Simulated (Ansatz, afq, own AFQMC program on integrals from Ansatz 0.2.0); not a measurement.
# BH₄ (doublet): AFQMC on the coupled-cluster ladder, cc-pVTZ

Aim: compute BH₄ (doublet) with auxiliary-field quantum Monte Carlo on the same integrals as coupled cluster, and set the energies side by side.

The runs use Ansatz 0.2.0, Gaussian basis, and an in-house AFQMC program (afq) on its integrals; all values are calculated; cc-pVTZ, frozen cores.

Plan: PBE (unrestricted); r2SCAN (unrestricted); PBE0 (unrestricted); B3LYP (unrestricted); wB97M-V (unrestricted); B2PLYP (unrestricted); CCSD(T) on UHF; CCSDT(Q) on UHF; Phaseless AFQMC, CISD trial on UHF; Phaseless AFQMC, single-determinant trial on UHF.

1 further run of the same task is left out (it didn't finish).

### Step 1. The system

The geometry is a PBE0/def2-TZVP stationary point (not a proven minimum).

5 atoms, charge 0, spin multiplicity 2.

Atoms are counted from 1 here; the program's logs count them from 0.

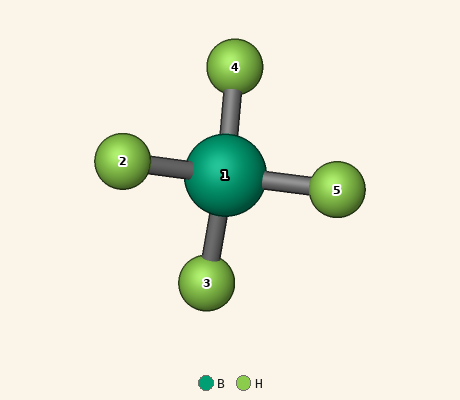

The geometry (boron teal, hydrogen green); atoms are numbered from 1 in the order of the file.

### Step 2. PBE (unrestricted)

Contents of in.yaml:

```yaml
crystal:
  periodic: [false, false, false]
  atoms:
    - {symbol: B, position_ang: [0.000000, 0.000000, 0.000000]}
    - {symbol: H, position_ang: [0.414685, 0.812495, 0.810653]}
    - {symbol: H, position_ang: [-0.424327, -0.807694, 0.810461]}
    - {symbol: H, position_ang: [-0.412812, 0.808646, -0.815443]}
    - {symbol: H, position_ang: [0.422454, -0.813448, -0.805671]}
basis:
  gaussian: {orbitals: cc-pVTZ}
magnetization: {spin_polarized: true, initial_magnetization: 1}
hamiltonian: {xc: {name: PBE}}
output: {orbitals: {seedname: orbitals}}
```

Started as:

```sh
> ansatz run in.yaml --threads 1 --pin off --events-out ev --progress --plain --max-ram 8192MiB --backend cpu
```

The log of the run:

```text
Functional definition: PBE
  name "PBE"
  cite "Perdew, Burke & Ernzerhof, Phys. Rev. Lett. 77, 3865 (1996) doi:10.1103/PhysRevLett.77.3865"
  parent pbe
  parameter kappa = 0.804
  parameter beta = 0.06672455060314922
  exchange = pbe_x(kappa = kappa, mu = beta*pi^2/3)
  correlation = pbe_c(beta = beta)
452 factors; their error is unknown
mean field evaluation 1: about -734.4407 eV, gradient 2.0e1 eV
mean field evaluation 2: about -734.2539 eV, gradient 2.0e1 eV
mean field evaluation 4: about -737.1534 eV, gradient 8.3e-2 eV
mean field evaluation 8: about -737.1439 eV, gradient 4.4e-3 eV
mean field -737.14392441 eV, -27.0895395680 hartree, gradient 4.0e-6 eV, S^2 0.752397; 0 other end points of the search recorded, 0 dependent functions left out
reference -737.14395845 eV, -27.0895408190 hartree; 5, 4 occupied and 81, 82 virtual orbitals, 452 factors
Total energy: -737.14395845 eV, -27.0895408190 hartree
```

Run time: 0.97 s. Hardware: 1 thread of AMD EPYC 7R13 (Zen 3), shared host; peak memory 0.73 GiB.

From the report: ⟨S²⟩ of the determinant 0.752 (pure doublet: 0.75).

### Step 3. r2SCAN (unrestricted)

Edit in.yaml of step 2 so:

```diff
@@ -11,3 +11,2 @@
 magnetization: {spin_polarized: true, initial_magnetization: 1}
-hamiltonian: {xc: {name: PBE}}
-output: {orbitals: {seedname: orbitals}}
+hamiltonian: {xc: {name: r2SCAN}}
```

Launched as before.

The log of the run:

```text
Functional definition: r2SCAN
  name "r2SCAN"
  cite "Furness, Kaplan, Ning, Perdew & Sun, J. Phys. Chem. Lett. 11, 8208 (2020) doi:10.1021/acs.jpclett.0c02405"
  cite "Furness, Kaplan, Ning, Perdew & Sun, J. Phys. Chem. Lett. 11, 9248 (2020) doi:10.1021/acs.jpclett.0c03077"
  parent r2scan
  parameter k0 = 0.174
  parameter k1 = 0.065
  parameter a1 = 4.9479
  exchange = r2scan_x(k0 = k0, k1 = k1, a1 = a1)
  correlation = r2scan_c
452 factors; their error is unknown
mean field evaluation 1: about -735.9944 eV, gradient 1.8e1 eV
mean field evaluation 2: about -736.5720 eV, gradient 1.5e1 eV
mean field evaluation 4: about -738.0391 eV, gradient 9.0e-2 eV
mean field evaluation 8: about -738.0301 eV, gradient 1.5e-3 eV
mean field -738.03014099 eV, -27.1221074266 hartree, gradient 4.8e-5 eV, S^2 0.755736; 0 other end points of the search recorded, 0 dependent functions left out
reference -738.03015252 eV, -27.1221078502 hartree; 5, 4 occupied and 81, 82 virtual orbitals, 452 factors
Total energy: -738.03015252 eV, -27.1221078502 hartree
```

Run time: 1.6 s. Hardware: 1 thread of AMD EPYC 7R13 (Zen 3), shared host; peak memory 0.73 GiB.

From the report: ⟨S²⟩ of the determinant 0.756 (pure doublet: 0.75).

### Step 4. PBE0 (unrestricted)

Edit in.yaml of step 3 so:

```diff
@@ -11,2 +11,3 @@
 magnetization: {spin_polarized: true, initial_magnetization: 1}
-hamiltonian: {xc: {name: r2SCAN}}
+hamiltonian: {xc: {name: PBE0}}
+output: {orbitals: {seedname: orbitals}}
```

The command is unchanged.

The log of the run:

```text
Functional definition: PBE0
  name "PBE0"
  cite "Adamo & Barone, J. Chem. Phys. 110, 6158 (1999) doi:10.1063/1.478522"
  cite "Perdew, Burke & Ernzerhof, Phys. Rev. Lett. 77, 3865 (1996) doi:10.1103/PhysRevLett.77.3865"
  parent pbe
  parameter a = 0.25
  parameter kappa = 0.804
  parameter beta = 0.06672455060314922
  exchange = (1 - a)*pbe_x(kappa = kappa, mu = beta*pi^2/3) + a*exact_x
  correlation = pbe_c(beta = beta)
452 factors; their error is unknown
mean field evaluation 1: about -735.9073 eV, gradient 1.5e1 eV
mean field evaluation 2: about -736.5863 eV, gradient 1.1e1 eV
mean field evaluation 4: about -737.3319 eV, gradient 7.8e-2 eV
mean field evaluation 8: about -737.3281 eV, gradient 8.5e-4 eV
mean field -737.32806819 eV, -27.0963067270 hartree, gradient 2.0e-5 eV, S^2 0.754536; 0 other end points of the search recorded, 0 dependent functions left out
reference -737.32809377 eV, -27.0963076672 hartree; 5, 4 occupied and 81, 82 virtual orbitals, 452 factors
Total energy: -737.32809377 eV, -27.0963076672 hartree
```

Wall time 0.94 s (1 thread of AMD EPYC 7R13 (Zen 3), shared host); peak memory 0.73 GiB.

From the report: ⟨S²⟩ of the determinant 0.755 (pure doublet: 0.75).

### Step 5. B3LYP (unrestricted)

Edit in.yaml of step 4 so:

```diff
@@ -11,3 +11,2 @@
 magnetization: {spin_polarized: true, initial_magnetization: 1}
-hamiltonian: {xc: {name: PBE0}}
-output: {orbitals: {seedname: orbitals}}
+hamiltonian: {xc: {name: B3LYP}}
```

Same command.

The log of the run:

```text
Functional definition: B3LYP
  name "B3LYP"
  cite "Stephens, Devlin, Chabalowski & Frisch, J. Phys. Chem. 98, 11623 (1994) doi:10.1021/j100096a001"
  cite "Becke, Phys. Rev. A 38, 3098 (1988) doi:10.1103/PhysRevA.38.3098"
  cite "Lee, Yang & Parr, Phys. Rev. B 37, 785 (1988) doi:10.1103/PhysRevB.37.785"
  cite "Vosko, Wilk & Nusair, Can. J. Phys. 58, 1200 (1980) doi:10.1139/p80-159"
  parameter a0 = 0.2
  parameter ax = 0.72
  parameter ac = 0.81
  exchange = (1 - a0 - ax)*slater_x + ax*b88_x + a0*exact_x
  correlation = (1 - ac)*vwn_rpa_c + ac*lyp_c
452 factors; their error is unknown
mean field evaluation 1: about -737.0956 eV, gradient 1.7e1 eV
mean field evaluation 2: about -737.7336 eV, gradient 1.3e1 eV
mean field evaluation 4: about -738.9013 eV, gradient 6.9e-2 eV
mean field evaluation 8: about -738.8955 eV, gradient 4.5e-3 eV
mean field -738.89545467 eV, -27.1539071177 hartree, gradient 1.6e-5 eV, S^2 0.753824; 0 other end points of the search recorded, 0 dependent functions left out
reference -738.89565652 eV, -27.1539145356 hartree; 5, 4 occupied and 81, 82 virtual orbitals, 452 factors
Total energy: -738.89565652 eV, -27.1539145356 hartree
```

Run time: 1 s. Hardware: 1 thread of AMD EPYC 7R13 (Zen 3), shared host; peak memory 0.73 GiB.

From the report: ⟨S²⟩ of the determinant 0.754 (pure doublet: 0.75).

### Step 6. wB97M-V (unrestricted)

Edit in.yaml of step 5 so:

```diff
@@ -11,2 +11,3 @@
 magnetization: {spin_polarized: true, initial_magnetization: 1}
-hamiltonian: {xc: {name: B3LYP}}
+hamiltonian: {xc: {name: wB97M-V}}
+output: {orbitals: {seedname: orbitals}}
```

Launched as before.

The log of the run (excerpt; [...] marks lines left out):

```text
Functional definition: wB97M-V
  name "wB97M-V"
  cite "Mardirossian & Head-Gordon, J. Chem. Phys. 144, 214110 (2016) doi:10.1063/1.4952647"
  cite "Becke, J. Chem. Phys. 107, 8554 (1997) doi:10.1063/1.475007"
  cite "Vydrov & Van Voorhis, J. Chem. Phys. 133, 244103 (2010) doi:10.1063/1.3521275"
  # Of w^i u^j: cxij and so on, Table III.
[...]
  gx(w, u) = 1 - cx + cx01*u + cx10*w
  gss(w, u) = css00 + css04*u^4 + css10*w + css20*w^2 + css43*w^4*u^3
  gos(w, u) = cos00 + cos10*w + (cos20 + cos21*u)*w^2 + (cos60 + cos61*u)*w^6
[...]
      + integral(e_c_pw_mod_opposite_spin*gos(b97_w_opposite, b97_u_opposite)) + vv10(b, c)
452 factors; their error is unknown
123 factors; integrals over basis functions are off by at most 1.3e-5 eV
[...]
mean field -737.43066909 eV, -27.1000772406 hartree, gradient 1.8e-5 eV, S^2 0.752206; 0 other end points of the search recorded, 0 dependent functions left out
reference -737.43070730 eV, -27.1000786446 hartree; 5, 4 occupied and 81, 82 virtual orbitals, 452 factors
Total energy: -737.43070730 eV, -27.1000786446 hartree
```

It took 2.6 s on 1 thread of AMD EPYC 7R13 (Zen 3), shared host; peak memory 0.73 GiB.

From the report: ⟨S²⟩ of the determinant 0.752 (pure doublet: 0.75).

### Step 7. B2PLYP (unrestricted)

Edit in.yaml of step 6 so:

```diff
@@ -11,3 +11,3 @@
 magnetization: {spin_polarized: true, initial_magnetization: 1}
-hamiltonian: {xc: {name: wB97M-V}}
-output: {orbitals: {seedname: orbitals}}
+hamiltonian: {xc: {name: B2PLYP}}
+correlation: {electrons: outside_noble_gas}
```

The command is unchanged.

The log of the run (excerpt; [...] marks lines left out):

```text
Functional definition: B2PLYP
  name "B2PLYP"
  cite "Grimme, J. Chem. Phys. 124, 034108 (2006) doi:10.1063/1.2148954"
  cite "Becke, Phys. Rev. A 38, 3098 (1988) doi:10.1103/PhysRevA.38.3098"
  cite "Lee, Yang & Parr, Phys. Rev. B 37, 785 (1988) doi:10.1103/PhysRevB.37.785"
[...]
471 factors; integrals over basis functions are off by at most 1.4e-3 eV
[...]
mean field -736.13476221 eV, -27.0524535412 hartree, gradient 2.0e-6 eV, S^2 0.759014; 0 other end points of the search recorded, 0 dependent functions left out
1 core orbitals not correlated: weight in the atoms' cores, before any rotation towards them, 1.000 or more for the frozen orbitals, at most 0.000 for the correlated occupied ones
reference -736.13488978 eV, -27.0524582294 hartree; 4, 3 occupied and 81, 82 virtual orbitals, 471 factors
second order -4.69218727 eV of doubles, -0.00000000 eV of singles
Total energy: -737.40178035 eV, -27.0990155989 hartree
```

It took 1.2 s on 1 thread of AMD EPYC 7R13 (Zen 3), shared host; peak memory 0.73 GiB.

From the report: ⟨S²⟩ of the determinant 0.759 (pure doublet: 0.75).

### Step 8. CCSD(T) on UHF

Edit in.yaml of step 7 so:

```diff
@@ -11,3 +11,2 @@
 magnetization: {spin_polarized: true, initial_magnetization: 1}
-hamiltonian: {xc: {name: B2PLYP}}
-correlation: {electrons: outside_noble_gas}
+correlation: {method: ccsd_t, electrons: outside_noble_gas, hamiltonian_folder: ham}
```

Started as:

```sh
> ansatz run in.yaml --threads 1 --pin off --events-out ev --progress --plain --max-ram 24576MiB --backend cuda --devices 0, --max-vram 18GiB
```

The log of the run (excerpt; [...] marks lines left out):

```text
Functional definition: HF
  name "HF"
  cite "Fock, Z. Phys. 61, 126 (1930) doi:10.1007/BF01340294"
  parent pbe
[...]
471 factors; integrals over basis functions are off by at most 1.4e-3 eV
[...]
mean field -731.46104808 eV, -26.8806977150 hartree, gradient 1.0e-6 eV, S^2 0.771056; 2 other end points of the search recorded, 0 dependent functions left out
determinant -731.46104808 eV, -26.8806977150 hartree, with singles and doubles -736.10698178 eV, -27.0514326291 hartree
determinant -728.39480477 eV, -26.7680153516 hartree, with singles and doubles -732.98024800 eV, -26.9365272821 hartree
1 core orbitals not correlated: weight in the atoms' cores, before any rotation towards them, 1.000 or more for the frozen orbitals, at most 0.000 for the correlated occupied ones
reference -731.46104808 eV, -26.8806977150 hartree; 4, 3 occupied and 81, 82 virtual orbitals, 471 factors
second order -3.83036380 eV of doubles, -0.00000000 eV of singles
cycle   1  -4.51739619 eV  change   -3.4e-1 eV  update   1.8e-2
[...]
cycle   8  -4.52921797 eV  change    2.4e-6 eV  update   5.0e-6
perturbative correction -0.13366672 eV, -0.0049121615 hartree
Total energy: -736.12393278 eV, -27.0520555670 hartree
```

Wall time 11 s (1 × NVIDIA H100 80GB HBM3 with 1 thread of AMD EPYC 7R13 (Zen 3), shared host); peak host memory 0.8 GiB.

From the report: ⟨S²⟩ of the determinant 0.771 (pure doublet: 0.75); correlation -4.6629 eV; T1 0.017; largest double amplitude 0.04.

This run also writes the integrals to the folder ham.

### Step 9. CCSDT(Q) on UHF

Edit in.yaml of step 8 so:

```diff
@@ -11,2 +11,2 @@
 magnetization: {spin_polarized: true, initial_magnetization: 1}
-correlation: {method: ccsd_t, electrons: outside_noble_gas, hamiltonian_folder: ham}
+correlation: {method: ccsdt_q, electrons: outside_noble_gas}
```

Same command.

The log of the run (excerpt; [...] marks lines left out):

```text
Functional definition: HF
  name "HF"
  cite "Fock, Z. Phys. 61, 126 (1930) doi:10.1007/BF01340294"
  parent pbe
[...]
1099 factors; integrals over basis functions are off by at most 2.3e-7 eV
[...]
mean field -731.46105257 eV, -26.8806978799 hartree, gradient 1.0e-6 eV, S^2 0.771056; 2 other end points of the search recorded, 0 dependent functions left out
determinant -731.46105257 eV, -26.8806978799 hartree, with singles and doubles -736.10699968 eV, -27.0514332870 hartree
determinant -728.39480919 eV, -26.7680155139 hartree, with singles and doubles -732.98027352 eV, -26.9365282200 hartree
1 core orbitals not correlated: weight in the atoms' cores, before any rotation towards them, 1.000 or more for the frozen orbitals, at most 0.000 for the correlated occupied ones
reference -731.46105257 eV, -26.8806978799 hartree; 4, 3 occupied and 81, 82 virtual orbitals, 1099 factors
second order -3.83037924 eV of doubles, -0.00000000 eV of singles
cycle   1  -4.31617095 eV  change   -4.9e-1 eV  update   6.0e-2
[...]
cycle  13  -4.68415814 eV  change   -2.2e-7 eV  update   2.5e-7
perturbative correction -0.00387071 eV, -0.0001422458 hartree
Total energy: -736.14908141 eV, -27.0529797622 hartree
```

It took 24 s on 1 × NVIDIA H100 80GB HBM3 with 1 thread of AMD EPYC 7R13 (Zen 3), shared host; peak host memory 0.83 GiB.

From the report: ⟨S²⟩ of the determinant 0.771 (pure doublet: 0.75); correlation -4.6880 eV; T1 0.017; largest double amplitude 0.04.

### Step 10. Phaseless AFQMC, CISD trial on UHF

It reads the integrals that the CCSD(T) run on this determinant wrote.

Started as:

```sh
> afq ham --method phaseless --trial cisd --walkers 800 --populations 20 --least-time 60 --time-step 0.005 --steps-per-block 50 --equilibration-blocks 28 --max-blocks 4000 --target-error 0.00016 --factor-cut 1e-05 --start spin_pure --seed 9479 --release-times 0.24,0.5,1,1.5 --release-step 0.02 --release-every 3 --taylor-order 6
```

The log of the run:

```text
orbitals 85  electrons 4 3  factors 471 of 471
reference energy -26.88069771 Eh
CCSD correlation -0.16644571 Eh in 10 cycles, weight of the determinant in the CISD state 0.9186
energy of the start -27.046651 Eh
 block  time / (1/Eh)  mean weight  energy / Eh
     1     0.250  0.9997  -27.046323
     2     0.500  0.9991  -27.047779
     3     0.750  0.9990  -27.048972
     4     1.000  1.0000  -27.050044
     5     1.250  0.9996  -27.050549
     6     1.500  1.0002  -27.051283
     7     1.750  0.9998  -27.052399
     8     2.000  1.0004  -27.052887
     9     2.250  1.0006  -27.052292
    10     2.500  0.9998  -27.052665
    11     2.750  1.0001  -27.052926
    12     3.000  1.0005  -27.052502
    13     3.250  1.0000  -27.052816
    14     3.500  1.0004  -27.052957
    15     3.750  1.0000  -27.052361
    16     4.000  1.0000  -27.052270
    17     4.250  0.9999  -27.052117
    18     4.500  1.0006  -27.052243
    19     4.750  0.9997  -27.052154
    20     5.000  1.0007  -27.052937
    21     5.250  1.0000  -27.052806
    22     5.500  1.0006  -27.052531
    23     5.750  0.9996  -27.052316
    24     6.000  1.0001  -27.052290
    25     6.250  0.9992  -27.052531
    26     6.500  1.0003  -27.052731
    27     6.750  1.0002  -27.052019
    28     7.000  1.0000  -27.052625
    29     7.250  1.0007  -27.053346
    30     7.500  1.0002  -27.052541
    31     7.750  0.9994  -27.052711
    32     8.000  0.9997  -27.053158
    33     8.250  0.9999  -27.053125
    34     8.500  1.0000  -27.052545
    35     8.750  0.9998  -27.052836
    36     9.000  1.0003  -27.052826
    37     9.250  1.0008  -27.052868
    38     9.500  0.9999  -27.052764
    39     9.750  0.9996  -27.052428
    40    10.000  0.9991  -27.051961
    41    10.250  1.0000  -27.052086
    42    10.500  0.9998  -27.052252
    43    10.750  0.9998  -27.051927
    44    11.000  1.0003  -27.053489
    45    11.250  1.0006  -27.054446
    46    11.500  0.9994  -27.053519
    47    11.750  0.9996  -27.052482
    48    12.000  1.0004  -27.051839
    49    12.250  0.9999  -27.052338
    50    12.500  1.0002  -27.051643
    51    12.750  0.9999  -27.052353
    52    13.000  1.0000  -27.051673
    53    13.250  1.0003  -27.051553
    54    13.500  1.0001  -27.052395
    55    13.750  1.0001  -27.051807
    56    14.000  1.0001  -27.051979
    57    14.250  1.0000  -27.052257
    58    14.500  0.9993  -27.052899
    59    14.750  0.9986  -27.052565
    60    15.000  1.0005  -27.052625
    61    15.250  0.9999  -27.053445
    62    15.500  1.0001  -27.053551
    63    15.750  1.0006  -27.052518
    64    16.000  0.9999  -27.052927
    65    16.250  0.9993  -27.052597
    66    16.500  1.0001  -27.053164
    67    16.750  0.9998  -27.054118
    68    17.000  0.9992  -27.052861
    69    17.250  0.9994  -27.052602
    70    17.500  1.0007  -27.052390
    71    17.750  0.9987  -27.052395
    72    18.000  0.9996  -27.052937
    73    18.250  0.9999  -27.051958
    74    18.500  1.0000  -27.051783
    75    18.750  1.0003  -27.051740
    76    19.000  0.9995  -27.052624
    77    19.250  0.9997  -27.052681
    78    19.500  1.0007  -27.052361
error from the spread of 20 populations
released: time / (1/Eh)  energy / Eh  error  mean overlap
  0.24  -27.052768  0.000118  0.9969
  0.50  -27.052795  0.000096  0.9952
  1.00  -27.052971  0.000105  0.9865
  1.50  -27.053016  0.000112  0.9852
energy -27.052598 +/- 0.000150 Eh
```

Run time: 64 s. Hardware: 1 × NVIDIA H100 80GB HBM3 with 2 threads of AMD EPYC 7R13 (Zen 3), shared host; peak host memory 1.6 GiB.

Energy -736.1387 ± 0.0041 eV. Caveats: constraint bias not in the error.

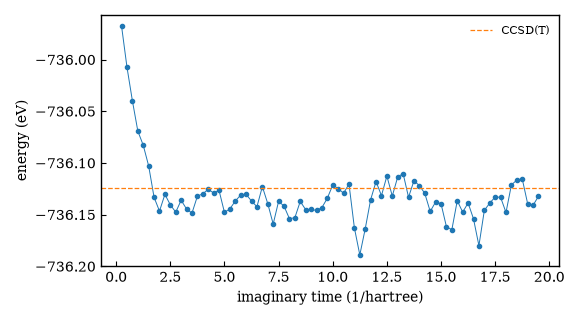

Block energies along the walk.

### Step 11. Phaseless AFQMC, single-determinant trial on UHF

It reads the integrals that the CCSD(T) run on this determinant wrote.

Started as:

```sh
> afq ham --method phaseless --trial hf --walkers 800 --populations 10 --least-time 40 --time-step 0.005 --steps-per-block 20 --equilibration-blocks 112 --max-blocks 4000 --target-error 0.0008 --factor-cut 1e-05 --start spin_pure --seed 2847 --taylor-order 6
```

The log of the run:

```text
orbitals 85  electrons 4 3  factors 471 of 471
reference energy -26.88069771 Eh
CCSD correlation -0.16644571 Eh in 10 cycles, weight of the determinant in the CISD state 0.9186
energy of the start -26.881200 Eh
 block  time / (1/Eh)  mean weight  energy / Eh
     1     0.100  1.0011  -26.921626
     2     0.200  1.0008  -26.950234
     3     0.300  1.0009  -26.970296
     4     0.400  1.0012  -26.984177
     5     0.500  1.0005  -26.997099
     6     0.600  1.0003  -27.005725
     7     0.700  1.0007  -27.012034
     8     0.800  1.0002  -27.020375
     9     0.900  1.0005  -27.024095
    10     1.000  1.0006  -27.029056
    15     1.500  1.0006  -27.044249
    22     2.200  1.0003  -27.050179
    29     2.900  1.0002  -27.051227
    36     3.600  0.9997  -27.053486
    43     4.300  0.9998  -27.059160
    50     5.000  0.9995  -27.054973
    57     5.700  0.9996  -27.048214
    64     6.400  1.0000  -27.057623
    71     7.100  1.0002  -27.046979
    78     7.800  0.9992  -27.048352
    85     8.500  1.0002  -27.044952
    92     9.200  0.9997  -27.058297
    99     9.900  0.9998  -27.054928
   106    10.600  0.9993  -27.050998
   113    11.300  0.9997  -27.052724
   120    12.000  1.0002  -27.054070
   127    12.700  0.9994  -27.042399
   134    13.400  1.0003  -27.046913
   141    14.100  1.0005  -27.048087
   148    14.800  1.0008  -27.051753
   155    15.500  1.0005  -27.050377
   162    16.200  1.0001  -27.057131
   169    16.900  0.9990  -27.055784
   176    17.600  1.0002  -27.053573
   183    18.300  1.0000  -27.052015
   190    19.000  0.9997  -27.045626
   197    19.700  1.0009  -27.046993
   204    20.400  0.9999  -27.053922
   211    21.100  0.9998  -27.050446
   218    21.800  1.0002  -27.051243
   225    22.500  0.9995  -27.058888
   232    23.200  1.0006  -27.050157
   239    23.900  1.0005  -27.052381
   246    24.600  1.0003  -27.050501
   253    25.300  1.0002  -27.051581
   260    26.000  1.0003  -27.055921
   267    26.700  0.9996  -27.044479
   274    27.400  0.9997  -27.051105
   281    28.100  1.0004  -27.055116
error from the spread of 10 populations
energy -27.051761 +/- 0.000767 Eh
```

Wall time 53 s (1 × NVIDIA H100 80GB HBM3 with 2 threads of AMD EPYC 7R13 (Zen 3), shared host); peak host memory 1.6 GiB.

Energy -736.1159 ± 0.0209 eV. Caveats: constraint bias not in the error.

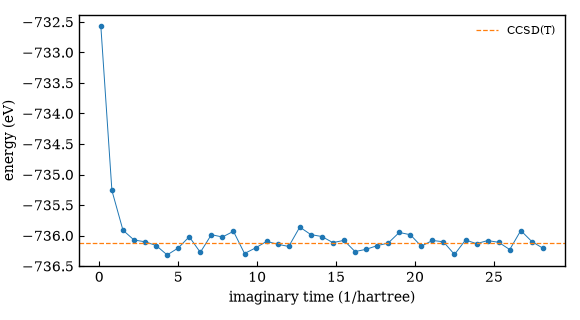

Block energies along the walk.

### Step 12. All levels side by side

On the UHF determinant, counted from CCSDT(Q) (a yardstick, not exact):

```tsv
level	energy (eV)	from CCSDT(Q) (kcal/mol)	statistical error (kcal/mol)	time
HF	-731.4610	+108.11		
MP2	-735.2914	+19.78		
CCSD	-735.9903	+3.66		
CCSD(T)	-736.1239	+0.58		
CCSDT(Q)	-736.1491	0.00		
Phaseless AFQMC, CISD trial, step 0.005, 800 walkers	-736.1387	+0.24	0.09	64 s
Phaseless AFQMC, single-determinant trial, step 0.005, 800 walkers	-736.1159	+0.76	0.48	53 s
```

The functionals' totals stand on their own zeros and serve differences with other points: PBE -737.144 eV; r2SCAN -738.030 eV; PBE0 -737.328 eV; B3LYP -738.896 eV; wB97M-V -737.431 eV; B2PLYP -737.402 eV.

### Step 13. Results

| quantity | value |
| --- | --- |
| CCSD(T) on UHF from CCSDT(Q) | +0.58 kcal/mol |
| Phaseless AFQMC, CISD trial on UHF from CCSDT(Q) | +0.24 ± 0.09 kcal/mol |
| Phaseless AFQMC, single-determinant trial on UHF from CCSDT(Q) | +0.76 ± 0.48 kcal/mol |

In words: On UHF the phaseless walk with the CISD trial lies +0.24 kcal/mol from CCSDT(Q), within three error bars. Error bars are statistical and leave out the constraint, the time step and what remains of the start.
